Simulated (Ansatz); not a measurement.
C2H8Ge (SMILES [CH3][GeH2][CH3])

```yaml
atoms:
  - { symbol: C, position_ang: [-0.6228, 1.8946, -0.0532] }
  - { symbol: C, position_ang: [0.5032, -1.1273, -0.2328] }
  - { symbol: Ge, position_ang: [-1.0707, -0.0105, 0.1515] }
  - { symbol: H, position_ang: [-1.4983, 2.5270, 0.1574] }
  - { symbol: H, position_ang: [-0.2843, 2.0982, -1.0806] }
  - { symbol: H, position_ang: [0.1842, 2.1732, 0.6416] }
  - { symbol: H, position_ang: [-2.2199, -0.3812, -0.8173] }
  - { symbol: H, position_ang: [-1.5569, -0.2775, 1.5969] }
  - { symbol: H, position_ang: [0.2620, -2.1949, -0.1203] }
  - { symbol: H, position_ang: [1.3237, -0.8802, 0.4581] }
  - { symbol: H, position_ang: [0.8506, -0.9546, -1.2628] }
```

Geometry: B3LYP-D3(BJ)/def2-SVP.

These are results of isolated molecule in a Gaussian basis; Kohn-Sham density functional theory, functional PBE0 in Ansatz, not measurements.

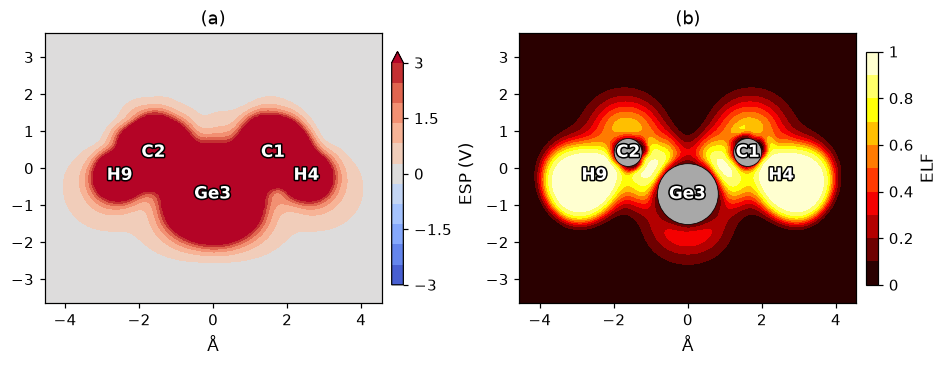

Figure 1. (a) molecular electrostatic potential; (b) ELF on the plane of atoms Ge3, C1 and H4. Grey discs cover the atomic cores in the ELF map.

**What does the map show?**

- The section cuts through C, Ge and H sites.
- C–Ge (1.97 Å): the ELF peaks at about 0.90 in the valence shell of C, 0.7 Å from its nucleus, and is about 0.70 at the midpoint.
- C–H (1.10 Å): the ELF climbs to about 1 towards the hydrogen, as it does in any bond to H (a covalent bond by its length).
- The potential has no marked negative region in this plane.

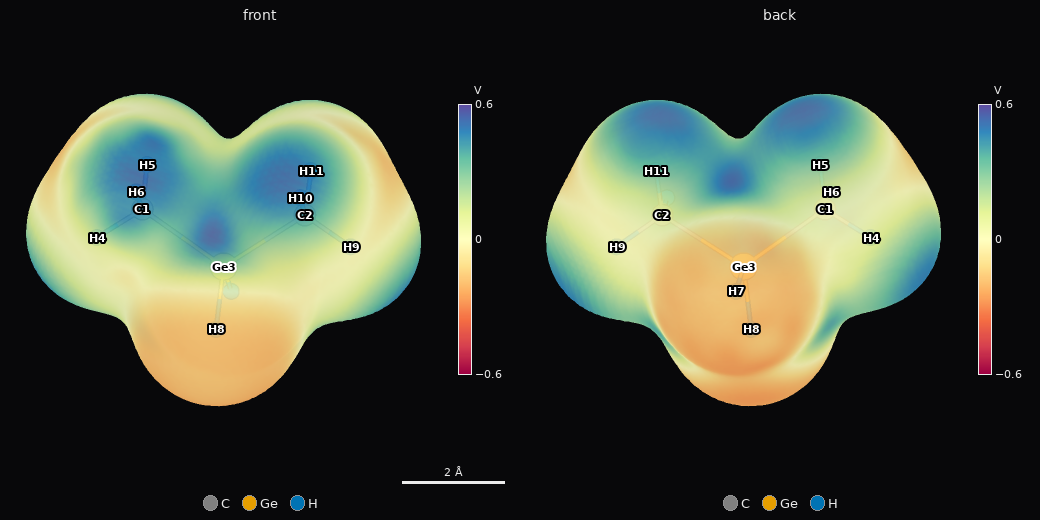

Figure 2. The electrostatic potential painted on the density surface at 0.001 e/bohr³, seen from the front and from behind; the colour scale runs from red (negative) to blue (positive).

**Describe the electrostatic potential map.**

The most negative region (about −0.3 V) lies over H7 and H8, the most positive (about +0.5 V) over the Ge and H atoms.

**How polar is the molecule by this calculation?**

Its dipole moment is 0.67 D.

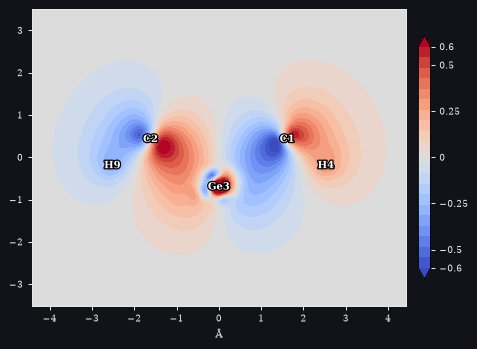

Figure 3. The HOMO on the plane of atoms C1, Ge3 and C2 (values in Å⁻³ᐟ²; the overall sign is arbitrary).

**Where does this orbital lie, and at what energy?**

By Hirshfeld shares it lies mainly on Ge3 (about 30 %), C1 (about 25 %) and C2 (about 25 %). Its energy is −8.50 eV.

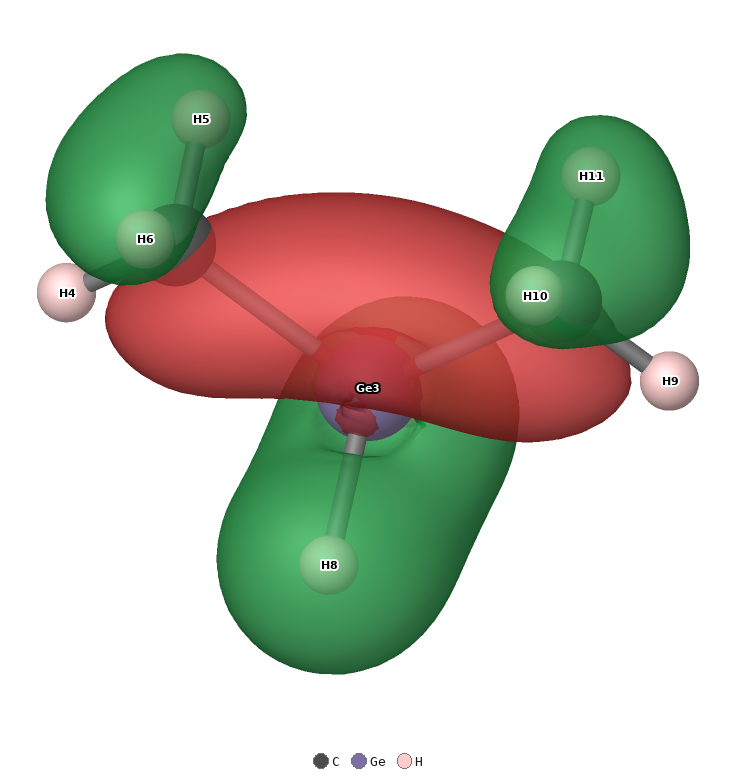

Figure 4. The HOMO−1 at ±0.1 Å⁻³ᐟ² (green and red are the two phases), seen at a tilt.

**Where does this orbital lie, and at what energy?**

It lies mainly on Ge3 (about 30 %), C1 (about 15 %), C2 (about 15 %), H8 (about 10 %) and H7 (about 10 %). Its energy is −8.69 eV.
